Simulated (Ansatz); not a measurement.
System: GeSbSi (SMILES [Si]1[Ge][Sb]1) (doublet).

The calculation's input:

```
crystal:
  periodic: [false, false, false]
  atoms:
    - {symbol: Ge, position_ang: [-0.304192, -0.290939, -0.953859]}
    - {symbol: Sb, position_ang: [1.078478, 0.792386, 1.078401]}
    - {symbol: Si, position_ang: [-1.153856, -0.117957, 1.291999]}
basis:
  gaussian: {orbitals: def2-TZVPD}
output: {forces: true, orbitals: {seedname: orbitals}}
magnetization: {spin_polarized: true, initial_magnetization: 1}
hamiltonian: {xc: pbe0}
```

Run with:

```sh
ansatz run input.yaml --threads 1 --pin off --max-ram 2610MiB --events-out events.jsonl --progress --plain --runs-dir runs
```

Geometry: PBE0-D3(BJ)/def2-SVP; core potentials replace the inner electrons of Sb.

All numbers below come from Ansatz, isolated molecule in a Gaussian basis; Kohn-Sham density functional theory, functional PBE0.

### Predict the electron density, electron localisation function and spin density between the atoms.

Si–Ge (2.41 Å): ρ is about 0.47 e/Å³ halfway; the ELF peaks at about 0.70 in the valence shell of Si, 1.1 Å from its nucleus, and is about 0.65 at the midpoint.
Si–Sb (2.42 Å): ρ is about 0.58 e/Å³ halfway; the ELF peaks at about 0.75 in the valence shell of Si, 1.1 Å from its nucleus, and drops to about 0.20 between the two atoms.
Ge–Sb (2.69 Å): ρ at the midpoint is about 0.41 e/Å³; the ELF reaches about 0.60 near the midpoint.
The unpaired spin (1 electron) lies mostly on Ge1 (about 0.4), Si3 (about 0.4) and Sb2 (about 0.2), in electrons by Hirshfeld's partition.

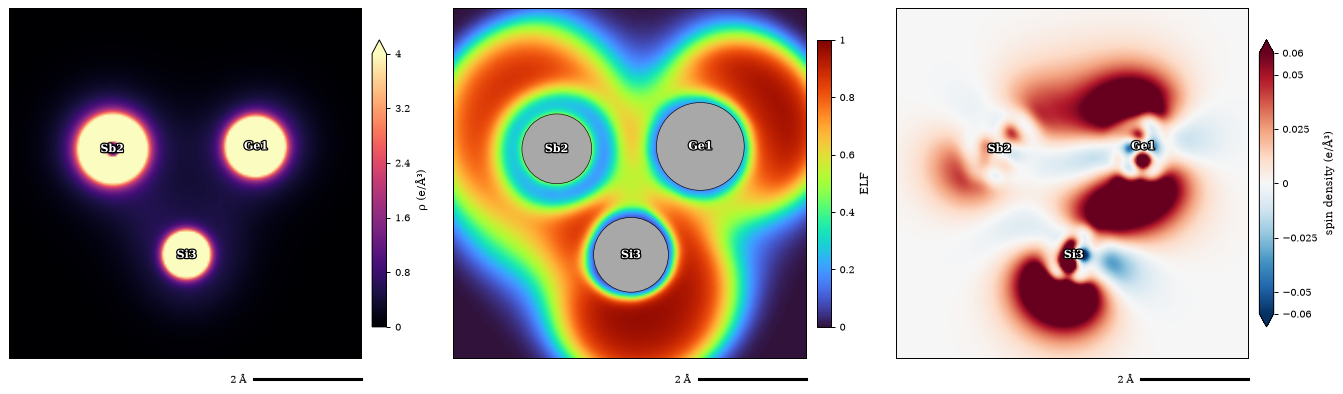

Computed electron density, electron localisation function and spin density on the molecular plane, in this order. Grey discs cover the atomic cores in the ELF map. 
